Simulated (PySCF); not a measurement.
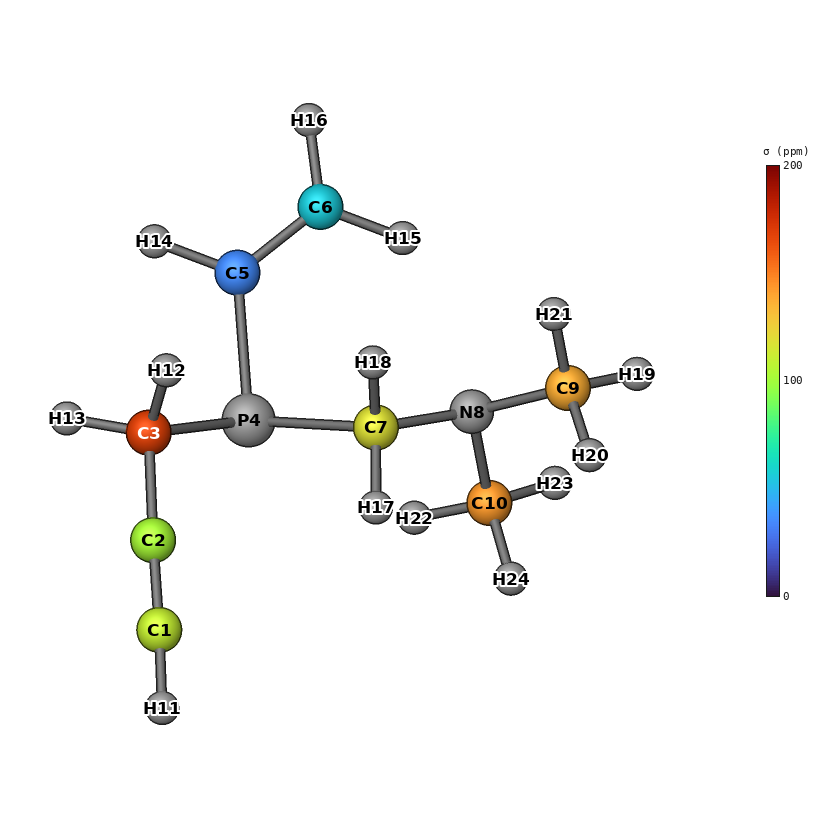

Atoms are coloured by their isotropic NMR shieldings (C only, the others grey). The geometry was computed by an optimisation with GFN2-xTB. No frequency run is at hand to confirm it as a minimum. Level of theory: GIAO PBE0/pcSseg-1 NMR shielding, non-relativistic, gas phase (PySCF 2.14.0).

Give the isotropic NMR shieldings of the C atoms atom by atom.

```tsv
atom	σ (ppm)
C1	110.6
C2	101.8
C3	167.9
C5	35.7
C6	55.9
C7	118.2
C9	137.1
C10	142.2
```

The geometry is semi-empirical. Around P such bond lengths and angles can be off by a tenth of an ångström or more and by several degrees, and values that hang on the shape move with them.
